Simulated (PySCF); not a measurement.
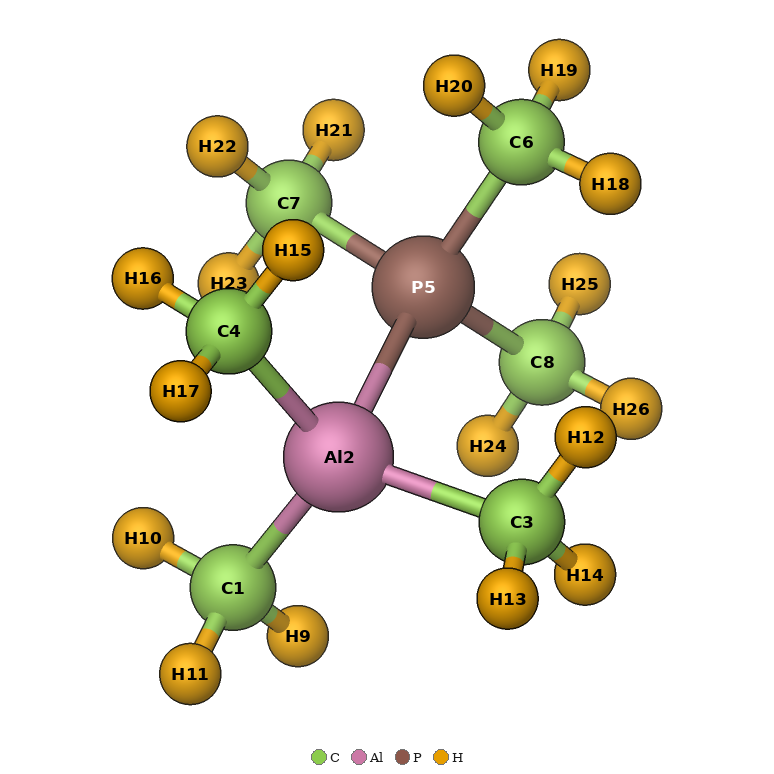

The computed structure is the end point of a PBE0-D3(BJ)/def2-SVP optimisation. No frequency run is at hand to confirm it as a minimum. Electric field gradients from the ground-state density, PBE0/pcSseg-1 in chloroform (IEF-PCM) (PySCF 2.14.0), non-relativistic apart from any core potentials.

Give the largest field-gradient component, the quadrupole coupling constant and the asymmetry for 27Al at Al2 (Q = 146.6 mb), 2H at H9 (Q = 2.86 mb), 2H at H10 (Q = 2.86 mb).

```tsv
atom	V_zz (a.u.)	e²qQ/h (MHz)	η
Al2	0.793	27.3	0.01
H9	0.303	0.204	0.06
H10	0.303	0.204	0.06
```
